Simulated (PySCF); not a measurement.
System: C$_{5}$H$_{9}$AlFN.

| atom | x (Å) | y (Å) | z (Å) |
| --- | --- | --- | --- |
| C | -0.7374 | 1.1615 | -0.6347 |
| C | -1.4185 | 0.0049 | -0.5955 |
| C | -1.7920 | -0.6810 | 0.6378 |
| Al | -0.2111 | -1.9438 | 1.1176 |
| F | 0.1681 | -2.9399 | -0.1761 |
| N | 1.0923 | -0.5250 | 0.8796 |
| C | 1.3249 | 0.3075 | 0.0908 |
| C | 2.1022 | 1.2126 | -0.7300 |
| H | -0.6049 | 1.7437 | 0.2619 |
| H | -0.4944 | 1.6565 | -1.5576 |
| H | -1.6227 | -0.4880 | -1.5291 |
| H | -2.0434 | 0.0209 | 1.4446 |
| H | -2.6604 | -1.3360 | 0.4433 |
| H | -0.0436 | -2.5181 | 2.5089 |
| H | 1.5191 | 2.0894 | -1.0306 |
| H | 2.9941 | 1.5631 | -0.1926 |
| H | 2.4206 | 0.6837 | -1.6288 |

Geometry: GFN2-xTB.

Theory: PySCF 2.14.0, PBE0/pcSseg-1, SCF density, gas phase, non-relativistic.

### Predict the electron density and electron localisation function between the atoms.

C–N (1.17 Å): the density is about 3.3 e/Å³ at the midpoint; the ELF peaks at about 0.85 between the atoms (a multiple bond).
C–H (1.08 Å): ρ is about 2 e/Å³ halfway; the ELF climbs to about 1 towards the hydrogen, as it does in any bond to H; a covalent bond by its length.

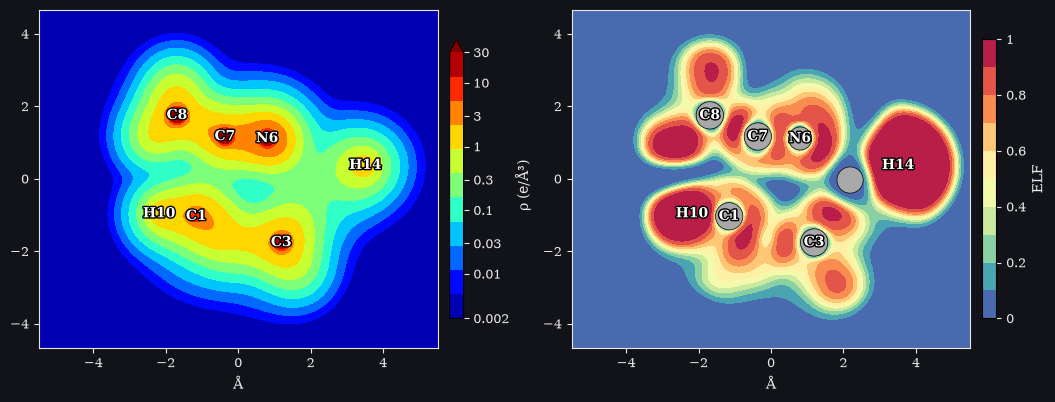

Computed electron density and electron localisation function on the plane of atoms N6, C7 and C8, in this order. Grey discs cover the atomic cores in the ELF map. 
